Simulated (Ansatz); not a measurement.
```xyz
6

Ge   -0.0030   -0.0532   -0.0280
H    -0.0983    0.0379    1.5016
H     1.4463    0.0520   -0.4938
O    -0.8366    1.3188   -0.7664
H    -1.7613    1.4050   -0.5963
H    -0.6407   -1.3674   -0.5007
```

Computed with RHF/def2-SVP (Ansatz 0.2.0).

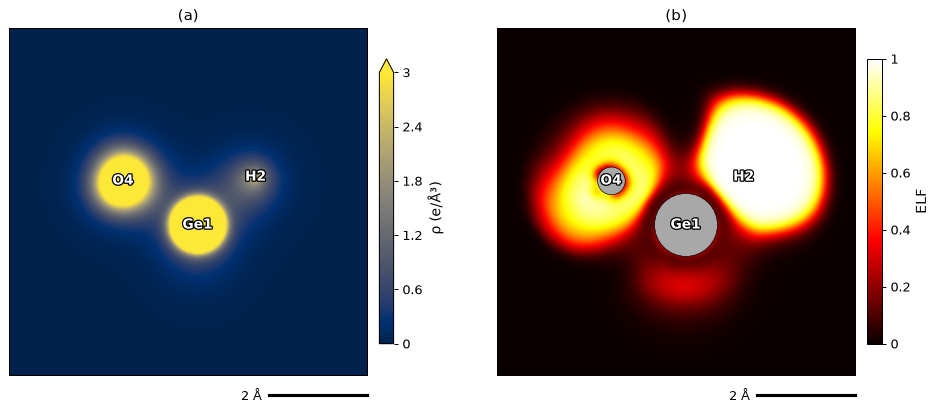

GeH4O. (a) total electron density; (b) ELF on the plane of atoms H2, Ge1 and O4. Grey discs cover the atomic cores in the ELF map.

> What do the fields say about this system?

The plane passes through Ge, H and O nuclei.
Ge–O (1.77 Å): the density is about 0.95 e/Å³ at the midpoint; the ELF peaks at about 0.85 in the valence shell of O, 0.6 Å from its nucleus, and is about 0.30 at the midpoint.
Ge–H (1.54 Å): the density is about 1 e/Å³ at the midpoint; the ELF climbs to about 1 towards the hydrogen.
The ELF also peaks beside O4, away from the bonds: lone-pair regions.
